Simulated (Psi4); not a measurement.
# GeNH2F (SMILES [NH2][Ge][F]) at B3LYP/cc-pVDZ

What is the vertical ionisation energy of GeNH2F at B3LYP/cc-pVDZ? 

The results are computed with Psi4 1.11.

2 further runs of the same task are left out: 2 set aside as unsound or not needed.

## Step 1: The structure to begin with

GeNH2F has 5 atoms, charge 0, and is taken as a singlet. SMILES: `[NH2][Ge][F]`. The shape is that of a PBE0-D4/def2-TZVP optimisation. This is one conformer, not always the lowest.

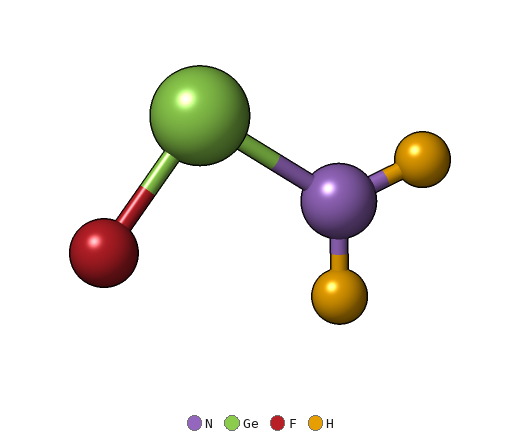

Viewed from a chosen angle; nitrogen purple, germanium green, fluorine red, hydrogen amber.

## Step 2: Energy and forces at B3LYP/cc-pVDZ

run.py

```python
import psi4

psi4.set_memory('1600 MB')
psi4.set_num_threads(1)
psi4.core.set_output_file('output.dat', False)

m = psi4.geometry("""
0 1
N     -0.477700     0.347600    -0.204700
Ge     0.434100    -0.305200     1.217200
F      1.598300    -1.203900     0.235500
H     -1.280100     0.952600    -0.130600
H     -0.224500     0.135300    -1.158700
symmetry c1
no_reorient
no_com
""")

psi4.set_options({
    'basis': 'cc-pVDZ',
    'reference': 'rks',
    'puream': True,
    'e_convergence': 1e-09,
    'd_convergence': 1e-08,
    'scf_type': 'pk',
    'dft_radial_points': 99,
    'dft_spherical_points': 590,
})

energy_value = psi4.gradient("B3LYP", molecule=m)
print('gradient / Eh bohr^-1')
print(energy_value.np.round(6))
for k, v in sorted(psi4.core.scalar_variables().items()):
    print(f'{k:45s} {v:18.10f}')
```

On the command line:

```sh
python run.py
```

output.dat:

```text
[...]
  Running in c1 symmetry.
[...]
  Nuclear repulsion =  188.583783618447541
[...]
  Multiplicity = 1
[...]
  Nalpha       = 25
  Nbeta        = 25
[...]
    Number of basis functions: 65
[...]
   @RKS iter   1: -2232.34484945957502   -3.45329e+00   1.66555e-02 ADIIS/DIIS
[...]
   @RKS iter  11: -2232.87324484099918   -5.45697e-12   6.12136e-09 DIIS
[...]
    Orbital Energies [Eh]
    ---------------------
    Doubly Occupied:
       1A   -398.786413     2A    -49.826710     3A    -44.349656
       4A    -44.348356     5A    -44.347177     6A    -24.637525
       7A    -14.327037     8A     -6.244047     9A     -4.417477
      10A     -4.414649    11A     -4.409730    12A     -1.242935
      13A     -1.234106    14A     -1.233983    15A     -1.229940
      16A     -1.227485    17A     -1.106439    18A     -0.849025
      19A     -0.526489    20A     -0.498881    21A     -0.408804
      22A     -0.375086    23A     -0.363663    24A     -0.279014
      25A     -0.268827
[...]
  @RKS Final Energy: -2232.87324484099918
   => Energetics <=
    Nuclear Repulsion Energy =            188.5837836184475407
    One-Electron Energy =               -3485.7847639430660820
    Two-Electron Energy =                1142.6214697401567264
    DFT Exchange-Correlation Energy =     -78.2937342565373626
    Empirical Dispersion Energy =           0.0000000000000000
    VV10 Nonlocal Energy =                  0.0000000000000000
    Total Energy =                      -2232.8732448409991775
[...]
 Multipole Moments:
 ------------------------------------------------------------------------------------
     Multipole            Electronic (a.u.)      Nuclear  (a.u.)        Total (a.u.)
 ------------------------------------------------------------------------------------
 L = 1.  Multiply by 2.5417464519 to convert [e a0] to [Debye]
 Dipole X            :        -45.0847179           44.2713698           -0.8133480
 Dipole Y            :         32.8867532          -32.2772781            0.6094750
 Dipole Z            :        -72.5729165           72.4666505           -0.1062660
 Magnitude           :                                                    1.0219038
[...]
  -Total Gradient:
     Atom            X                  Y                   Z
    ------   -----------------  -----------------  -----------------
       1        0.000213817940    -0.000183492719    -0.000899944895
       2        0.002563720682    -0.002259328683    -0.014521765669
       3       -0.007959667458     0.006133679316     0.006549881063
       4        0.006911915943    -0.005197759695     0.000243580122
       5       -0.001683452612     0.001473427446     0.008689522823
[...]
```

The script printed:

```text
gradient / Eh bohr^-1
[[ 0.000214 -0.000183 -0.0009  ]
 [ 0.002564 -0.002259 -0.014522]
 [-0.00796   0.006134  0.00655 ]
 [ 0.006912 -0.005198  0.000244]
 [-0.001683  0.001473  0.00869 ]]
CURRENT ENERGY                                  -2232.8732448410
CURRENT REFERENCE ENERGY                        -2232.8732448410
DD SOLVATION ENERGY                                 0.0000000000
DFT FUNCTIONAL TOTAL ENERGY                     -2232.8732448410
DFT TOTAL ENERGY                                -2232.8732448410
DFT VV10 ENERGY                                     0.0000000000
DFT XC ENERGY                                     -78.2937342565
GRID ELECTRONS ALPHA                               25.0000002504
GRID ELECTRONS BETA                                25.0000002504
GRID ELECTRONS TOTAL                               50.0000005008
NUCLEAR REPULSION ENERGY                          188.5837836184
ONE-ELECTRON ENERGY                             -3485.7847639431
PCM POLARIZATION ENERGY                             0.0000000000
PE ENERGY                                           0.0000000000
SCF ITERATION ENERGY                            -2232.8732448410
SCF ITERATIONS                                     11.0000000000
SCF TOTAL ENERGY                                -2232.8732448410
TWO-ELECTRON ENERGY                              1142.6214697402
XC GRID RADIAL POINTS                              99.0000000000
XC GRID SPHERICAL POINTS                          590.0000000000
XC GRID TOTAL POINTS                           278410.0000000000
```

Wall time 26 s (1 thread of Intel Xeon Platinum 8488C (Sapphire Rapids), shared host); peak memory 0.92 GiB.

## Step 3: The doublet cation: the energy at UB3LYP/cc-pVDZ

input.json

```json
{
  "schema_name": "qcschema_input",
  "schema_version": 1,
  "molecule": {
    "schema_name": "qcschema_molecule",
    "schema_version": 2,
    "symbols": ["N", "Ge", "F", "H", "H"],
    "geometry": [-0.90272217, 0.6568688, -0.38682694, 0.82033011, -0.57674441, 2.30017464, 3.02034926, -2.27504128, 0.4450305, -2.41903841, 1.80015311, -0.24679823, -0.42424351, 0.25567994, -2.18962566],
    "molecular_charge": 1,
    "molecular_multiplicity": 2,
    "fix_symmetry": "c1",
    "fix_com": true,
    "fix_orientation": true
  },
  "driver": "energy",
  "model": {
    "method": "b3lyp",
    "basis": "cc-pVDZ"
  },
  "keywords": {
    "reference": "uks",
    "puream": true,
    "e_convergence": 1e-09,
    "d_convergence": 1e-08,
    "scf_type": "pk",
    "dft_radial_points": 99,
    "dft_spherical_points": 590,
    "maxiter": 200,
    "scf_properties": ["DIPOLE", "LOWDIN_CHARGES", "MAYER_INDICES"]
  }
}
```

On the command line:

```sh
psi4 --qcschema input.json -n 1 --memory 1600MB
```

stdout:

```text
[...]
  Running in c1 symmetry.
[...]
  Nuclear repulsion =  188.583783705987088
[...]
  Multiplicity = 2
[...]
  Nalpha       = 25
  Nbeta        = 24
[...]
    Number of basis functions: 65
[...]
   @UKS iter   1: -2232.07905881216493   -3.18750e+00   1.49697e-02 ADIIS/DIIS
[...]
   @UKS iter  20: -2232.50180423554912   -2.91038e-11   7.14663e-09 DIIS
[...]
   @S^2 Observed:                7.666584019E-01
[...]
    Orbital Energies [Eh]
    ---------------------
    Alpha Occupied:
       1A   -399.102521     2A    -50.140822     3A    -44.663979
       4A    -44.662250     5A    -44.661954     6A    -24.921040
       7A    -14.632929     8A     -6.558179     9A     -4.731528
      10A     -4.726826    11A     -4.725885    12A     -1.553622
      13A     -1.548471    14A     -1.545624    15A     -1.545265
      16A     -1.541830    17A     -1.383071    18A     -1.142331
      19A     -0.813646    20A     -0.773919    21A     -0.692598
      22A     -0.640252    23A     -0.631588    24A     -0.582644
      25A     -0.560757
    Alpha Virtual:
[...]
  @UKS Final Energy: -2232.50180423554912
   => Energetics <=
    Nuclear Repulsion Energy =            188.5837837059870878
    One-Electron Energy =               -3470.9377642922036102
    Two-Electron Energy =                1127.8648955458004366
    DFT Exchange-Correlation Energy =     -78.0127191951332293
    Empirical Dispersion Energy =           0.0000000000000000
    VV10 Nonlocal Energy =                  0.0000000000000000
    Total Energy =                      -2232.5018042355495709
[...]
 Multipole Moments:
 ------------------------------------------------------------------------------------
     Multipole            Electronic (a.u.)      Nuclear  (a.u.)        Total (a.u.)
 ------------------------------------------------------------------------------------
 L = 1.  Multiply by 2.5417464519 to convert [e a0] to [Debye]
 Dipole X            :        -44.7352795           44.2713698           -0.4639097
 Dipole Y            :         32.4974812          -32.2772780            0.2202032
 Dipole Z            :        -71.0600237           72.4666505            1.4066268
 Magnitude           :                                                    1.4974313
[...]
```

The result, in JSON:

```text
{
 "driver": "energy",
 "model": {
  "method": "b3lyp",
  "basis": "cc-pVDZ"
 },
 "success": true,
 "return_result": -2232.501804235549,
 "properties": {
  "calcinfo_nbasis": 65,
  "calcinfo_nmo": 65,
  "calcinfo_nalpha": 25,
  "calcinfo_nbeta": 24,
  "calcinfo_natom": 5,
  "nuclear_repulsion_energy": 188.5837837059871,
  "return_energy": -2232.501804235549,
  "scf_one_electron_energy": -3470.9377642922036,
  "scf_two_electron_energy": 1127.8648955458004,
  "scf_xc_energy": -78.01271919513323,
  "scf_dipole_moment": [-0.4639097262904528, 0.22020318006210005, 1.4066267876161902],
  "scf_total_energy": -2232.501804235549,
  "scf_iterations": 20
 }
}
```

Run time: 18 s. Hardware: 1 thread of Intel Xeon Platinum 8488C (Sapphire Rapids), shared host; peak memory 0.92 GiB.

## Step 4: What came out

Level: B3LYP/cc-pVDZ.

```
                                          quantity           value
                      singlet GeNH2F: total energy  -2232.87324 Eh
                     singlet GeNH2F: dipole moment          2.60 D
                       singlet GeNH2F: HOMO energy        -7.32 eV
                       singlet GeNH2F: LUMO energy        -1.45 eV
                     singlet GeNH2F: HOMO–LUMO gap         5.86 eV
          singlet GeNH2F: largest force on an atom      0.767 eV/Å
                      doublet cation: total energy  -2232.50180 Eh
doublet cation: HOMO energy (highest over α and β)       -14.50 eV
 doublet cation: LUMO energy (lowest over α and β)       -12.83 eV
                              doublet cation: ⟨S²⟩           0.767
vertical ionisation energy (to the doublet cation)       10.107 eV
```

In words: The vertical ionisation energy comes to 10.11 eV (233 kcal/mol). The largest force (singlet GeNH2F) is 0.77 eV/Å: the shape isn't a stationary point for this species at this level. The negative HOMO energy of the first species, 7.32 eV, lies 2.79 eV below that difference.
